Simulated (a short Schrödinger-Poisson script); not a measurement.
Structure: symmetric double-gate stack, SiO2 on p-type InP, at 400 K.

```csv
layer,material,thickness (nm),Na (cm⁻³)
1,SiO2,3.5,-
2,InP,8,6e17
3,SiO2,3.5,-
```

The device is made up for the run: typed textbook-type constants, with dimensions and the other settings drawn at random. SiO2: permittivity 3.9, conduction-band edge (eV) 3.48, gap (eV) 9, electron mass (mₑ) 0.5. InP: permittivity 12.5, conduction-band edge (eV) 0, gap (eV) 1.344, Nv at 300 K (cm⁻³) 1.1e19.

Channel valleys (confinement mass, in-plane density-of-states mass, number): Γ 0.08, 0.08, 1. At the gates, both at one voltage, the conduction-band edge of layer 1 lies 3.98 eV − eVg above the Fermi level of the channel. Gaps are held at their typed values at every temperature. Mesh 0.03 nm at interfaces.

Solved with a short Schrödinger-Poisson script written for these runs: 1D Poisson equation in equilibrium, electrons quantum, Hartree (BenDaniel-Duke, 12 states a valley, the channel's in-plane mass for all, wave functions ending at the dielectric), parabolic valleys, classical holes, full ionisation, no traps, pinning or gate leakage.

Only gate voltages with over 1e8 electrons/cm² are shown.

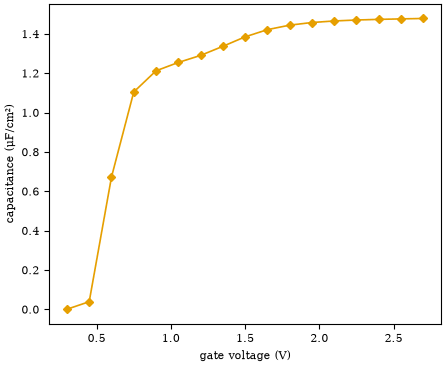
Fig. 1. Quasi-static capacitance against gate voltage

| Vg (V) | electrons (cm⁻²) | C (μF/cm²) | Γ E0 (meV) | Γ E1 (meV) |
|---|---|---|---|---|
| 0.3 | 1.12e8 | < 0.003 | 318.5 | 537.7 |
| 0.6 | 2.74e11 | 0.672 | 45.4 | 263.6 |
| 0.9 | 2.25e12 | 1.21 | -61.4 | 149.8 |
| 1.2 | 4.59e12 | 1.29 | -132.6 | 70.7 |
| 1.5 | 7.10e12 | 1.38 | -190.8 | 5.0 |
| 1.8 | 9.75e12 | 1.44 | -236.6 | -47.5 |
| 2.1 | 1.25e13 | 1.47 | -277.0 | -94.3 |
| 2.4 | 1.52e13 | 1.47 | -315.9 | -139.4 |
| 2.7 | 1.80e13 | 1.48 | -354.4 | -183.8 |

Subbands count from the Fermi level. The capacitance is that of both gates.

Above a few 1e12 electrons/cm² a light Γ valley is non-parabolic and upper valleys begin to fill, which the model leaves out.
